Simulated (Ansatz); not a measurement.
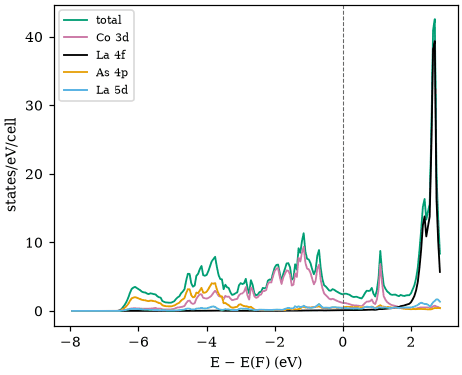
Figure: Total and projected density of states of LaCo$_{2}$As$_{2}$ in space group I4/mmm (No. 139; La on 2a, Co on 4d, As on 4e), DFT-r²SCAN in the program Ansatz with PAW potentials

Question: Which orbitals carry the states next to the Fermi level?

Answer: Within 0.5 eV of the Fermi level: Co 3d 50 %, As 4p 20 %, La 5d 17 %. Projections are on Löwdin-orthogonalised atomic valence shells; empty p or d shells of many metals are not among them.

Question: Where is the tallest occupied peak in this window, and what makes it?

Answer: Near -1.1 eV, about 11 states/eV per cell; the largest projected share is Co 3d.

The workflow started from an entry of the Crystallography Open Database (COD, 298 K). Whether it is the stable phase at ambient conditions was not checked. The r²SCAN relaxation kept the symmetry of its start; whether a distortion lowers the energy is not shown. Magnetic state: ferromagnetic, the only order run, not a proven ground state. Other orbital occupations within this spin state were not tried. Spin–orbit coupling is left out wherever it is not named.

Potentials: the later of the program's two PAW sets.
